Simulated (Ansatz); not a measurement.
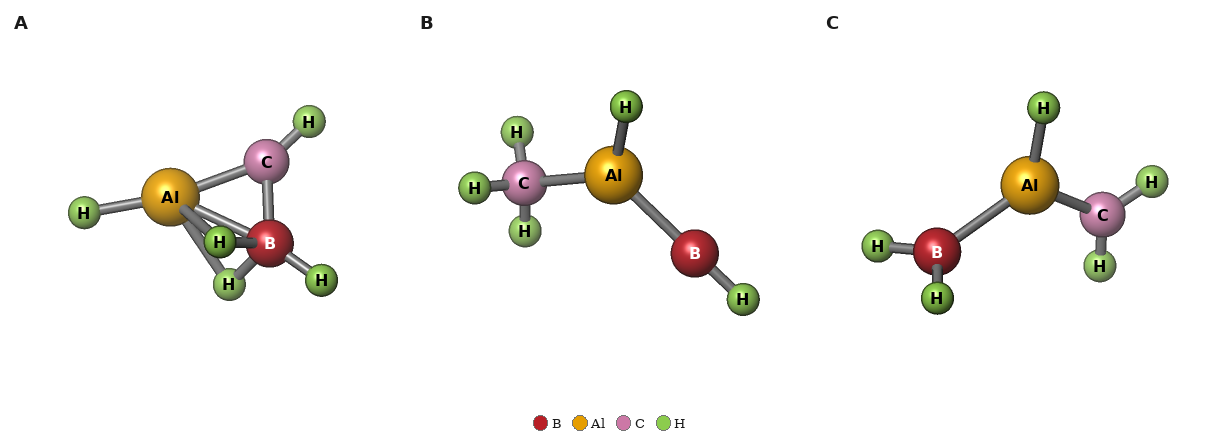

3 stationary structures of one formula. Charge 0, doublet. Geometries: PBE-D4/def2-SVP. Electronic energies: PBE-D4/def2-SVP (Ansatz 0.2.0), without zero-point energy. No frequency run is at hand to confirm each as a minimum. Each is one conformer, not always the lowest.

Which is lowest in energy, and by how much?

Answer. A is lowest (Cs); B lies 13.1 kJ/mol above it, C lies 59.0 kJ/mol above it (Cs).
